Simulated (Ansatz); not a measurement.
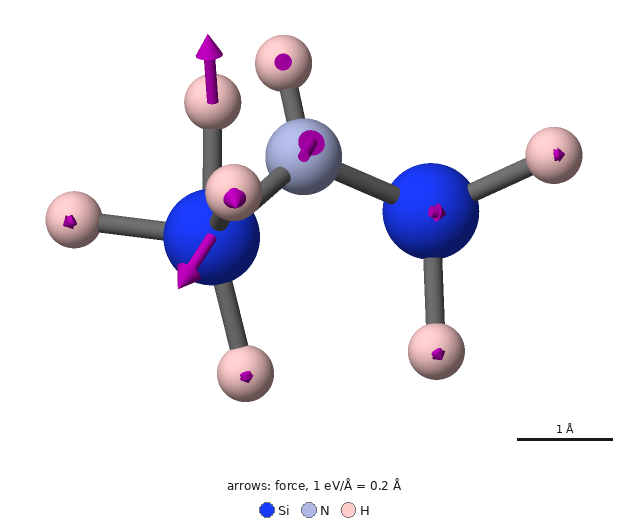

Starting geometry of Si₂NH₇ with the computed forces as purple arrows. A ball-and-stick model, seen at a tilt.

It is one of the separated reactants of a reaction.

All numbers below come from Ansatz, RKS PBE-D4/def2-SVP.

Input
```yaml
crystal:
  periodic: [false, false, false]
  atoms:
    - {symbol: Si, position_ang: [-1.042933, 0.758335, -0.879905]}
    - {symbol: N, position_ang: [0.119926, 0.500358, 0.368697]}
    - {symbol: Si, position_ang: [0.995707, -0.935337, 0.755455]}
    - {symbol: H, position_ang: [-1.373472, -0.567233, -1.458491]}
    - {symbol: H, position_ang: [-0.532341, 1.645221, -1.962529]}
    - {symbol: H, position_ang: [1.476443, 0.318264, 1.217815]}
    - {symbol: H, position_ang: [0.361940, 1.317233, 0.912960]}
    - {symbol: H, position_ang: [0.403262, -2.042342, -0.034927]}
    - {symbol: H, position_ang: [0.897482, -1.242858, 2.208464]}
    - {symbol: H, position_ang: [2.444697, -0.827237, 0.426709]}
basis:
  gaussian: {orbitals: def2-SVP}
hamiltonian: {xc: pbe, dispersion: d4}
relax: {f_tol: 0.03, max_steps: 250}
```

Launched with:
```bash
ansatz run in.yaml --threads 2 --pin off --events-out ev --progress --plain --max-ram 4352MiB
```

**What follows when this structure is relaxed?**

It isn't relaxed: the largest force vector, on H6, is 3.90 eV/Å. The final displacements have little in common with the starting forces (cosine between the two patterns 0.28). H10 moves most after the best rigid fit: 1.90 Å. By element the largest moves are H 1.90 Å, Si 0.77 Å, N 0.57 Å. Among the contacts that change: N2–Si3 1.726 → 2.972 Å, Si1–Si3 3.114 → 4.123 Å, Si1–N2 1.726 → 1.626 Å, Si3–H6 1.420 → 1.501 Å. Bonds break: N2–Si3 (1.73 → 2.97 Å). Bond angles that change, for instance: H6–Si3–H8 165.3° → 111.9°, H6–Si3–H10 71.2° → 106.9°, H6–Si3–H9 83.5° → 112.0°. Over 19 geometry steps the energy falls by 67.6 kcal/mol. Largest force component: 3.6 eV/Å at the start, 0.011 eV/Å at the end. The forces were under the threshold at step 15, but the run went on from there.
